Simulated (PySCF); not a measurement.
```xyz
24
charge 0, multiplicity 1
C    -2.1894    1.4880    0.4975
Ge   -1.2779   -0.1593   -0.0277
C    -1.7444   -1.6098    1.1992
C    -1.7903   -0.6598   -1.8478
C     0.6579    0.1188    0.0303
C     1.2167    1.3442    0.4162
C     2.5998    1.5254    0.4532
C     3.4503    0.4786    0.1026
C     2.9122   -0.7487   -0.2846
C     1.5297   -0.9229   -0.3191
H    -1.9162    1.7795    1.5227
H    -1.9319    2.3147   -0.1813
H    -3.2794    1.3425    0.4624
H    -1.2099   -2.5320    0.9260
H    -2.8250   -1.8154    1.1672
H    -1.4676   -1.3457    2.2305
H    -2.8746   -0.8362   -1.9117
H    -1.2723   -1.5800   -2.1570
H    -1.5233    0.1383   -2.5562
H     0.5652    2.1776    0.6946
H     3.0155    2.4895    0.7574
H     4.5339    0.6183    0.1308
H     3.5739   -1.5736   -0.5612
H     1.1269   -1.8936   -0.6263
```

What structure does this define?

The molecule is C9H14Ge. As SMILES it reads `[CH3][Ge]([CH3])([CH3])[c]1ccccc1`. Coordination: 3 C tetrahedral; 1 Ge tetrahedral; 6 C trigonal planar.

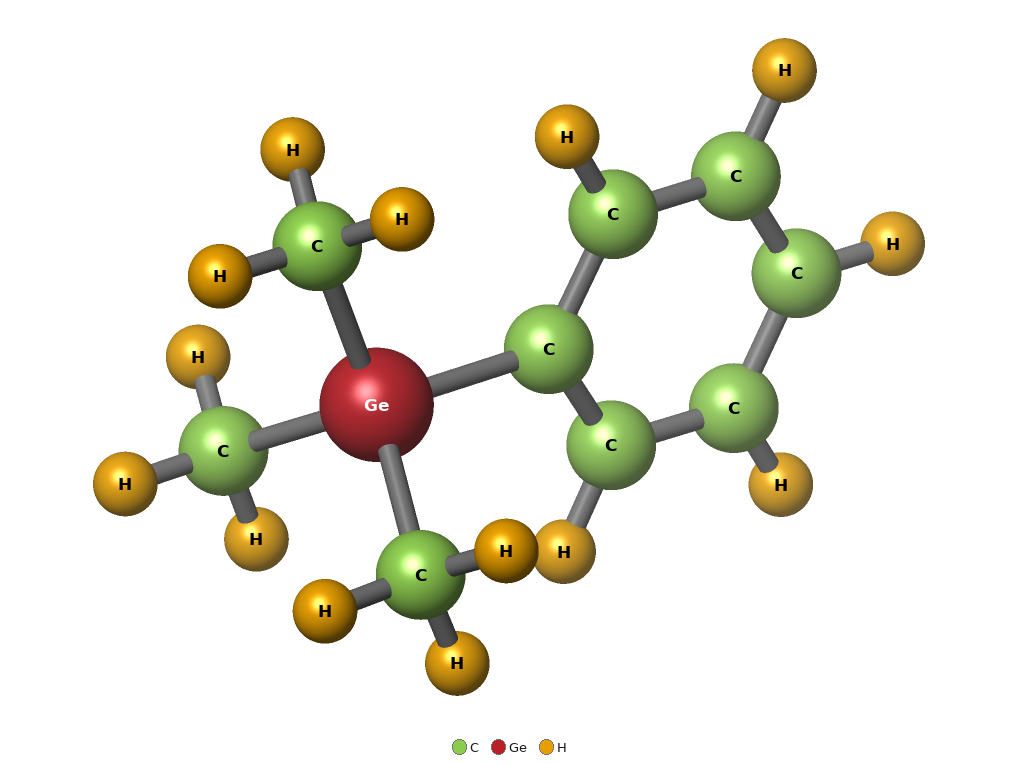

Source: calculation with PySCF.
